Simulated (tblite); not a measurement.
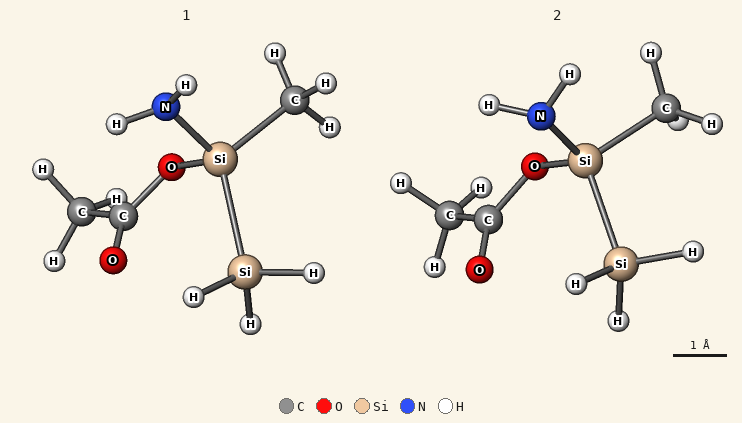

Two geometries of C3H11NO2Si2, drawn at one scale. One is the start of a relaxation, the other its converged end. The picture is a ball-and-stick view, seen from a free direction.

These are results of GFN2-xTB geometry optimisation, gas phase in tblite, not measurements. 

**Which of the two is the end point?**

Structure 1 is the relaxed one. The largest move after the best rigid fit is that of an H atom, 0.83 Å. Largest moves by element: H 0.83 Å, N 0.44 Å, O 0.29 Å, C 0.21 Å, Si 0.19 Å. Some distances before and after: Si–Si 2.226 → 2.313 Å, C–O 1.370 → 1.310 Å, N–Si 1.792 → 1.736 Å, C–O 1.254 → 1.209 Å. Bond angles that change, for instance: C–Si–Si 107.8° → 119.6°, O–Si–N 113.1° → 101.6°, N–Si–Si 106.5° → 117.9°. Groups turn about C–Si by about 35°. The energy falls by 76.3 kJ/mol in 136 geometry steps. The run took 1.9 s on 1 thread of Arm Neoverse N1, with other jobs on the host.
